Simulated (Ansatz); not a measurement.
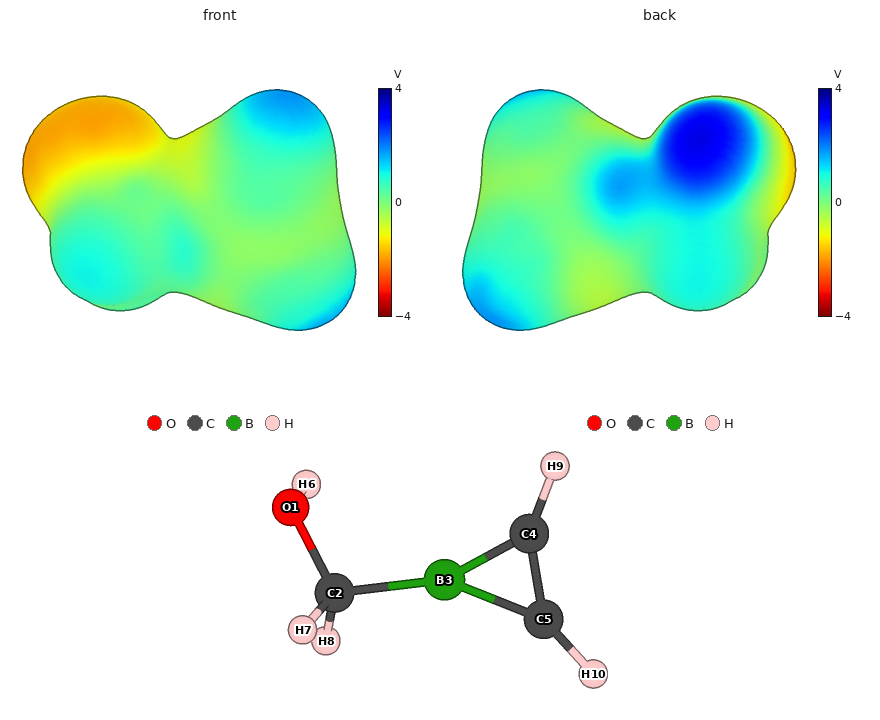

Figure. C3H5BO (SMILES OCB1C=C1). The molecular electrostatic potential painted on the density surface at 0.004 e/bohr³, seen from the front and from behind; red is negative and blue positive. The bare structure is drawn below in the same view.

All numbers below come from SCF PBE0, Gaussian basis in Ansatz.

| atom | x (Å) | y (Å) | z (Å) |
| --- | --- | --- | --- |
| O | -1.4440 | -1.5099 | 0.1938 |
| C | -0.1746 | -1.2554 | -0.2321 |
| B | 0.2194 | 0.2559 | 0.0285 |
| C | 0.2798 | 1.5157 | 0.8516 |
| C | 1.1021 | 1.4439 | -0.2507 |
| H | -2.0789 | -1.1141 | -0.5478 |
| H | 0.5268 | -1.9163 | 0.3533 |
| H | -0.0106 | -1.4696 | -1.3191 |
| H | -0.2060 | 2.0698 | 1.7356 |
| H | 1.8690 | 1.9290 | -0.8101 |

Which sites attract a positive test charge, and which a negative one?

Answer. A positive charge is drawn to the negative regions and a negative charge to the positive ones. The most negative region (about −1.9 V, or −44 kcal/mol for a unit charge) lies over O1, the most positive (about +3.2 V, or +74 kcal/mol for a unit charge) over H6. O1 is the likeliest acceptor of a hydrogen bond.
